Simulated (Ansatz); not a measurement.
## BeTe, pressure series

Base system: BeTe in the zinc blende structure (space group F-43m, No. 216; a = 5.604 Å).

Cell and atoms are relaxed at each pressure.

Method: PBEsol (Ansatz, a quantum-chemistry and plane-wave program), spin-orbit coupling left out.

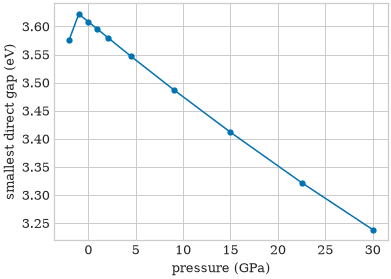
Figure: Smallest direct gap against pressure

**Question.** From the plot, what is the smallest direct gap for pressure 9 GPa?

**Answer.** About 3.49 eV.

**Question.** Is the trend monotonic over the range shown?

**Answer.** No, it turns within the range, spanning 3.24 eV to 3.62 eV.

Spin-orbit coupling, missing from the scalar runs, can matter with Te. Load acts through the strain it causes; cell and atoms are relaxed under it. Stability against distortions was not tested. Competing high-pressure phases were not computed.
